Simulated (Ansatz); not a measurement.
**ZnS: the cell at several levels of theory**

How does the equilibrium cell of ZnS built on the 4H polytype prototype depend on the functional? It is relaxed with PBE and r2SCAN.

The runs shown are made with Ansatz 0.2.0. PAW datasets, plane waves, zero pressure. No spin polarisation and no zero-point or thermal motion.

## Step 1: The structure to begin with

This is the cell as the run starts from it, not yet at rest; its lengths are not the crystal's.

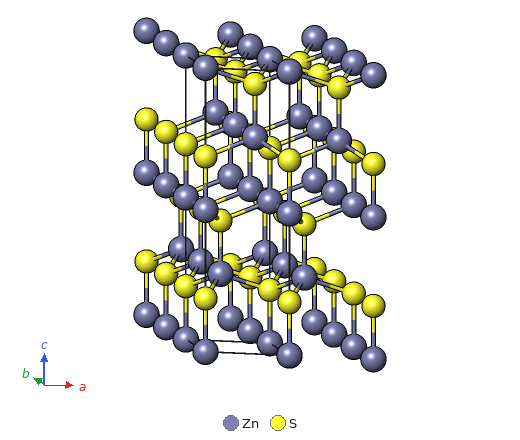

The cell seen slightly off an axis (zinc blue, sulfur yellow). 2×3×1 cells are drawn.

Structure file:

Space group P6_3mc (No. 186). a = 3.570 Å, b = 3.570 Å, c = 11.660 Å, α = 90.00°, β = 90.00°, γ = 120.00°
```json
{"atom": "Zn", "site": "2a", "symmetry": "3m.", "x": "0.0000", "y": "0.0000", "z": "0.0000"}
{"atom": "Zn", "site": "2b", "symmetry": "3m.", "x": "0.3333", "y": "0.6667", "z": "0.2500"}
{"atom": "S", "site": "2a", "symmetry": "3m.", "x": "0.0000", "y": "0.0000", "z": "0.1875"}
{"atom": "S", "site": "2b", "symmetry": "3m.", "x": "0.3333", "y": "0.6667", "z": "0.4375"}
```

## Step 2: Relaxing with PBE

input.yaml

```yaml
crystal:
  lattice:
    - [3.5702129498, 0.0, 0.0]
    - [-1.7851064749, 3.0918951114, 0.0]
    - [0.0, 0.0, 11.6603154939]
  atoms:
    - { symbol: Zn, position: [0.0, 0.0, 0.0] }
    - { symbol: Zn, position: [0.3333333333, 0.6666666667, 0.25] }
    - { symbol: Zn, position: [0.0, 0.0, 0.5] }
    - { symbol: Zn, position: [0.6666666667, 0.3333333333, 0.75] }
    - { symbol: S, position: [0.0, 0.0, 0.1875] }
    - { symbol: S, position: [0.3333333333, 0.6666666667, 0.4375] }
    - { symbol: S, position: [0.0, 0.0, 0.6875] }
    - { symbol: S, position: [0.6666666667, 0.3333333333, 0.9375] }
kpoints:
  mp_grid: { grid: [12, 12, 2] }
hamiltonian:
  xc: pbe
scf:
  occupations: { method: fermi_dirac, width: 0.02 }
relax:
  f_tol: 0.005
  cell: {}
```

The run is started by

```sh
$ ansatz run input.yaml --threads 2 --pin off --max-ram 20275MiB --backend cpu --events-out ev --progress --plain --runs-dir out
```

The runs that follow: r2SCAN: cell and atoms.

What does the calculation give? Wanted: for each run, a; c; volume; space group; SCF geometries.

The runs gave:

| level | a (Å) | c (Å) | volume (Å³/atom) | space group | SCF geometries |
| --- | --- | --- | --- | --- | --- |
| PBE | 3.847 | 12.591 | 20.171 | P6_3mc | 8 |
| r2SCAN | 3.808 | 12.466 | 19.564 | P6_3mc | 4 |

The first relaxation changed the volume by +25.4 % from the start. r2SCAN gives the smallest cell and PBE the largest; they differ by 3.1 % in volume, a mean of 1.0 % in length.
